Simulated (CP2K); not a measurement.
Band structure of ScIr3 (Pm-3m, 4 atoms in the cell).

```yaml
crystal:
  lattice:
    - [3.84833, 0.00000, 0.00000]
    - [0.00000, 3.84833, 0.00000]
    - [0.00000, 0.00000, 3.84833]
  atoms:
    - { symbol: Sc, position: [0.00000, 0.00000, 0.00000] }
    - { symbol: Ir, position: [0.00000, 0.50000, 0.50000] }
    - { symbol: Ir, position: [0.50000, 0.00000, 0.50000] }
    - { symbol: Ir, position: [0.50000, 0.50000, 0.00000] }
```

Method of the run: CP2K with LDA (Pade form), GPW, DZVP-MOLOPT-SR-GTH basis, GTH-PADE potentials (GTH_POTENTIALS).

Settings: CUTOFF = 600 Ry; REL_CUTOFF = 50 Ry; SMEAR/METHOD = FERMI_DIRAC; ELECTRONIC_TEMPERATURE = 1578.21 K; KPOINTS/SCHEME = MONKHORST-PACK 6 6 6; GAMMA_CENTERED = T; XC_FUNCTIONAL = PADE; Sc/BASIS_SET = DZVP-MOLOPT-SR-GTH-q11; Sc/POTENTIAL = GTH-PADE-q11; Ir/BASIS_SET = DZVP-MOLOPT-SR-GTH-q17; Ir/POTENTIAL = GTH-PADE-q17; METHOD = GPW; EPS_DEFAULT = 1e-10; EXTRAPOLATION = USE_GUESS.

The starting cell comes from a database of computed structures (which also holds hypothetical and non-ambient phases and stackings), without a prior relaxation at this level. Its lattice was rescaled by a random factor within 2.5 % of one. Spin-orbit coupling is off. Spin polarisation is off. Values carry the incompleteness of an atom-centred basis.

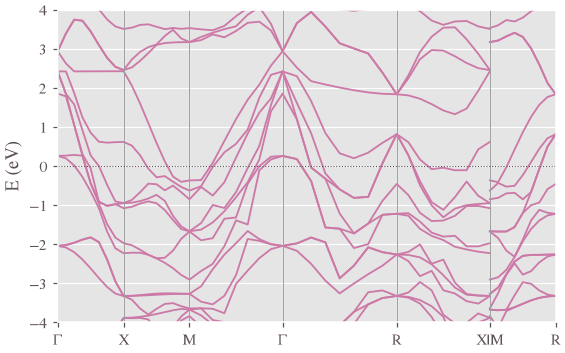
Bands along the path, energies from the Fermi level.

Levels in eV from the Fermi level, bands 28 to 33:
```
point     28     29     30     31     32     33
-----  -----  -----  -----  -----  -----  -----
Γ       0.26   1.85   2.42   2.42   2.42   2.94
X      -1.97  -1.08  -0.95  -0.95   0.62   2.42
M      -1.67  -1.67  -1.67  -0.85  -0.63  -0.37
R      -1.22  -0.46   0.81   0.81   0.81   1.84
```

Bands cross the Fermi level along this path, so the cell is metallic at this level.

Higher empty bands are left out: an atom-centred basis made for the valence describes them poorly.
